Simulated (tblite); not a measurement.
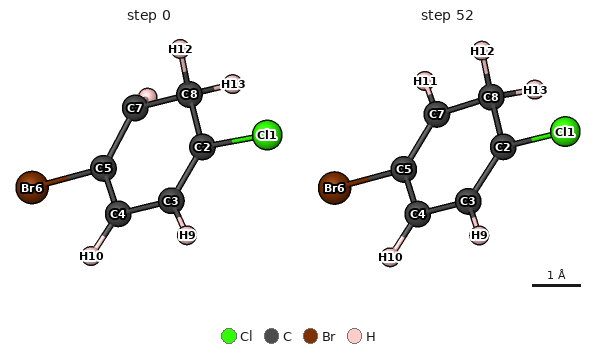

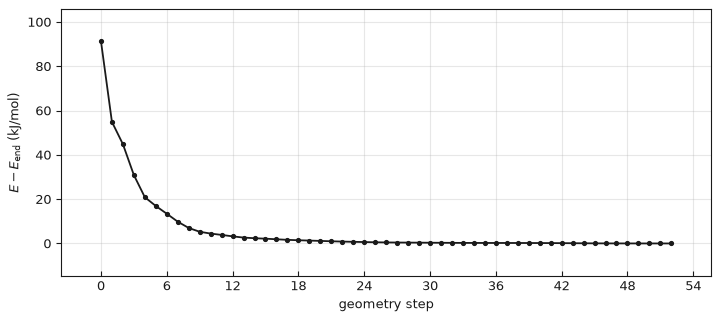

First and last geometry of a relaxation of C₆H₅BrCl (multiplicity 2), with the history of the run. Style: ball-and-stick. Shown from a free direction.

The calculation used GFN2-xTB geometry optimisation, gas phase in tblite 0.8.0. 

Question: What do the curves and the structures tell?

Answer: It converged. The largest move after the best rigid fit is that of H11, 0.60 Å. Largest moves by element: H 0.60 Å, Br 0.17 Å, C 0.16 Å, Cl 0.08 Å. Some distances before and after: C5–C7 1.442 → 1.353 Å, C4–C5 1.328 → 1.404 Å, C2–C3 1.309 → 1.361 Å, Cl1–C2 1.771 → 1.720 Å. Among the angles between lasting bonds that change: C5–C7–H11 114.1° → 121.3°, C8–C7–H11 111.2° → 117.2°, C5–C7–C8 116.1° → 121.5°. After 52 geometry steps the energy has fallen by 91.3 kJ/mol. Cost: 0.4 s on 1 thread of Arm Neoverse V1, on a shared host.
